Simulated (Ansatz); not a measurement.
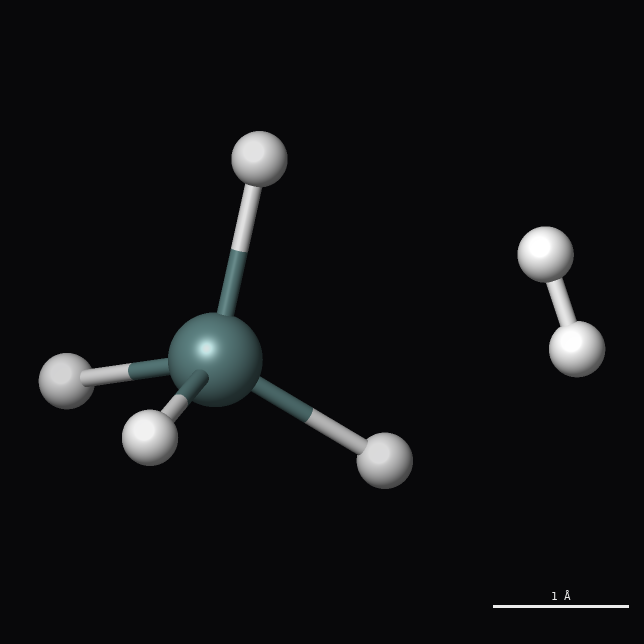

Source: calculation with Ansatz.

Ball-and-stick drawing of a structure. Every bond is drawn as one stick, whatever its order. Colours: hydrogen white, germanium teal.

Identify the structure.

Formula GeH6. Its SMILES string is `[GeH4].[H][H]`. Judged by distances it falls into 2 fragments: H2, GeH4. Coordination: 1 Ge tetrahedral.
